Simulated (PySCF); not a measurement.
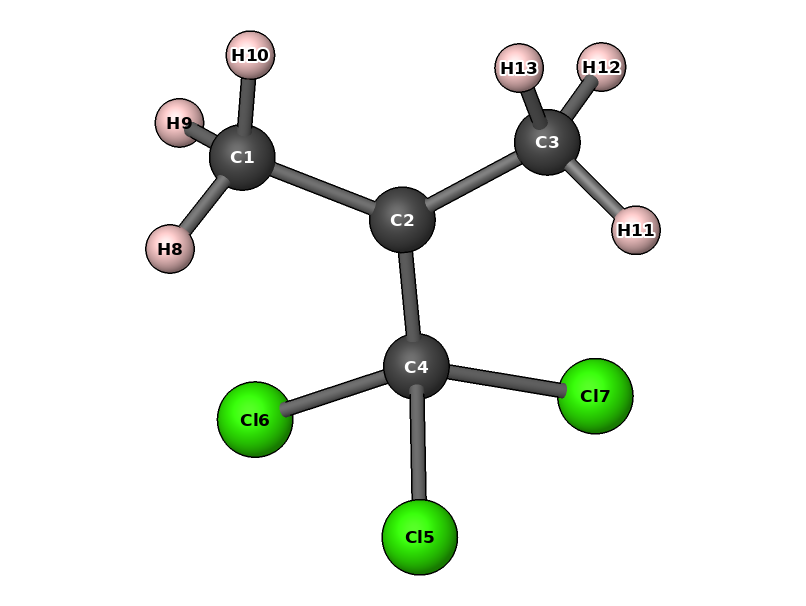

The questions are on Mulliken spin populations. State: neutral, doublet. Computed geometry: GFN2-xTB optimisation. No frequency run is at hand to confirm it as a minimum. Level of theory: UKS B3LYP, pcH-1 on C Cl H, non-relativistic (PySCF 2.14.0).

**Which atom carries the largest spin population?**

C2 (0.77 e).

**Which atom has the lowest spin population?**

C1, C3 (−0.06 e); a negative value comes from spin polarisation.

Give the Mulliken spin populations atom by atom.

| atom | value (e) |
| --- | --- |
| C1 | −0.06 |
| C2 | 0.77 |
| C3 | −0.06 |
| C4 | −0.03 |
| Cl5 | 0.21 |
| Cl6 | 0.01 |
| Cl7 | 0.01 |
| H8 | 0.04 |
| H9 | 0.03 |
| H10 | 0.00 |
| H11 | 0.02 |
| H12 | 0.04 |
| H13 | 0.01 |

Mulliken values depend strongly on the basis set.
